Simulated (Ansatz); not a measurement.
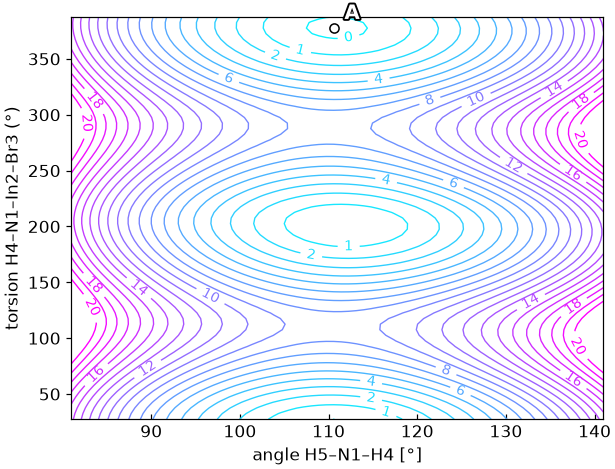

BrH3InN, SMILES [NH2][InH][Br]. 
- Two internal coordinates are moved rigidly from the geometry relaxed at PBE0-D4/def2-TZVP, all others fixed.
- First axis: angle H5–N1–H4. Second axis: torsion H4–N1–In2–Br3.
- The grid has 5 × 8 points.
- Energies are in kcal/mol, from the lowest grid point.
- All numbers below come from RKS PBE0-D4/def2-TZVPP in Ansatz 0.2.0.

The picture shows contour lines labelled in kcal/mol (none above 20), the point A. Between grid points the surface is interpolated.

What is the easiest way out of the well at A, and how high is the barrier?

The easiest path leads from the well at about angle H5–N1–H4 = 111°, torsion H4–N1–In2–Br3 = 380° to the well at angle H5–N1–H4 = 111°, torsion H4–N1–In2–Br3 = 208°, about 0.38 kcal/mol higher (on a rigid scan; wells that are mirror images or exchange like atoms can differ by this much). Its highest point lies about 7.8 kcal/mol above the bottom of the first well on the interpolated surface, at about angle H5–N1–H4 = 110°, torsion H4–N1–In2–Br3 = 285°. This is the barrier on the constrained surface; relaxing the other coordinates would change it.

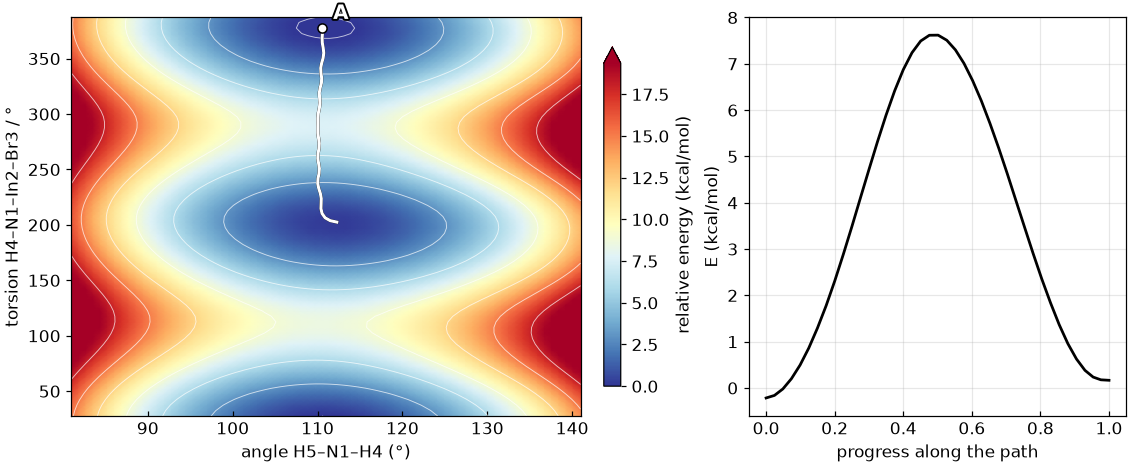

In the figure: a smooth colour map with a few white contour lines, a line along the lowest path, one colour for all values above the top of the scale, the energy along the path at the right. Between grid points the surface is interpolated.
